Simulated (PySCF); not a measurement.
Vertical excitations of a molecule C2H9GeN from TDA-PBE/def2-SVPD (PySCF 2.14.0), as energy in eV (oscillator strength): 4.49 (0.011), 4.93 (0.035), 5.49 (0.002), 5.64 (0.011), 6.02 (0.000), 6.05 (0.032), 6.72 (0.069), 6.98 (0.048), 7.12 (0.000), 7.25 (0.010). Lowest triplet (TDA): 4.37 eV. Geometry: TPSSh-D3(BJ)/def2-SVP. The values are those of a single conformer.

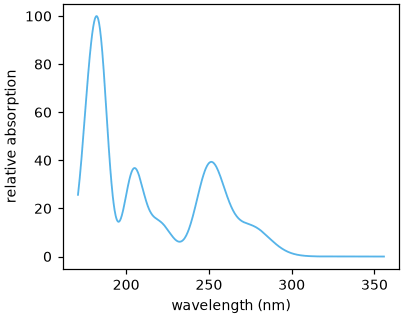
*The lines broadened by 0.4 eV.*

Question: Which molecule gave these data?
A. C[N](C)[GeH3]
B. C[NH][GeH2][CH3]
C. CN[CH2][GeH3]
D. CC[NH][GeH3]

Answer: A, C[N](C)[GeH3]
